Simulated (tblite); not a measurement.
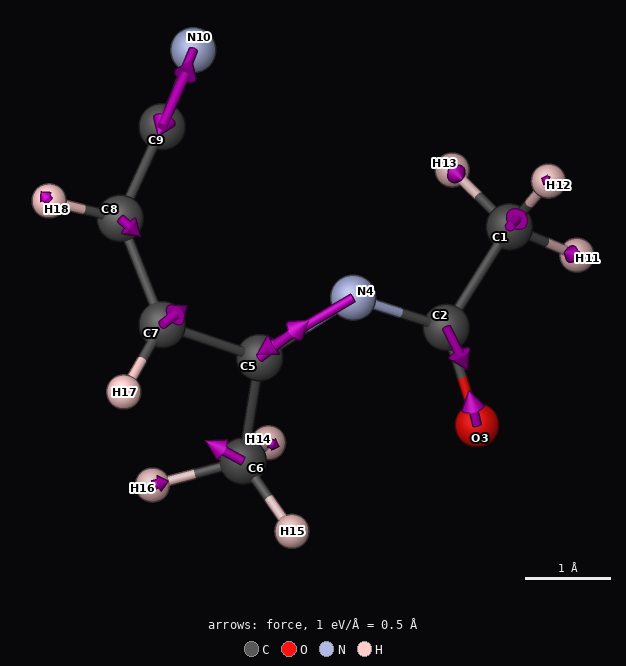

Starting geometry of C$_{7}$H$_{8}$N$_{2}$O with the computed forces as purple arrows. A ball-and-stick model, seen at a tilt.

Level of theory: GFN2-xTB geometry optimisation, gas phase in tblite. 

Question: Is this structure relaxed? If not, where do the atoms go?

Answer: It isn't relaxed: the largest force vector, on N4, is 2.68 eV/Å. The final displacements have little in common with the starting forces (cosine between the two patterns 0.10). The energy falls by 35.5 kJ/mol in 161 geometry steps. The atom that moves furthest after the best rigid fit is N10 (1.48 Å). By element the largest moves are N 1.48 Å, H 1.40 Å, O 1.17 Å, C 0.92 Å. Among the contacts that change: N4–C5 1.312 → 1.261 Å, C5–C7 1.490 → 1.462 Å, C1–C2 1.492 → 1.513 Å, C2–N4 1.377 → 1.356 Å. Among the angles between lasting bonds that change: C2–N4–C5 119.7° → 136.7°, C8–C9–N10 177.9° → 174.3°, C7–C8–H18 119.0° → 121.8°. Groups turn about C5–C6 by about 50°, C5–C7 by about 35°, C2–N4 by about 30°.
